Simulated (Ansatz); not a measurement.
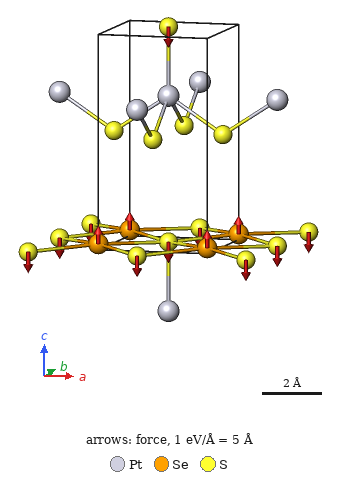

Starting geometry of a crystal of PtSeS3 (a generated structure, set up in P4mm) with the computed forces as red arrows. The picture is a ball-and-stick view of the cell of the calculation, seen slightly off an axis.

Level of theory: Ansatz, DFT PBE, scalar-relativistic, plane waves, PAW. Set-up: plane-wave cutoff 420 eV; k-point mesh 10 × 10 × 6; occupations gaussian; smearing width 0.1 eV; no spin polarisation; cell and atoms relaxed; force threshold 0.01 eV/Å; at most 80 steps.

Q: Is this structure relaxed? If not, where do the atoms go?

A: It isn't relaxed: the largest force vector, on an S atom, is 0.15 eV/Å. The final displacements follow the starting forces only in part (cosine between the two patterns 0.53). Over 6 accepted moves (7 points after the start) the energy falls by 3.2 meV per atom. The largest force component goes from 0.15 to 0.0033 eV/Å. Pressure: 0.12 GPa at the start and 0.01 GPa at the end. At 1 point the geometry stayed and the basis and grid were re-selected for the new cell (energy shift of 0.2 meV per atom at most each time). The largest move relative to the cell is that of an S atom, 0.14 Å along −c. Largest moves by element: S 0.14 Å, Se 0.03 Å, Pt 0.01 Å. The volume changes by +5.6 %, with a = b 3.893 → 3.889 Å (−0.1 %), c 7.458 → 7.888 Å (+5.8 %). Near-neighbour distances that change, for instance: Pt–S 2.394 → 2.385 Å, S–Se 2.755 → 2.759 Å. Among the angles between lasting bonds that change: S–Se–S 175.8° → 170.8°, Se–S–Se 175.8° → 170.8°, Pt–S–Se 92.1° → 94.6°. The space group stays P4mm (No. 99). Cost: 4.6 min on 1 thread of Arm Neoverse V1, on a shared host, peak memory 0.53 GiB.
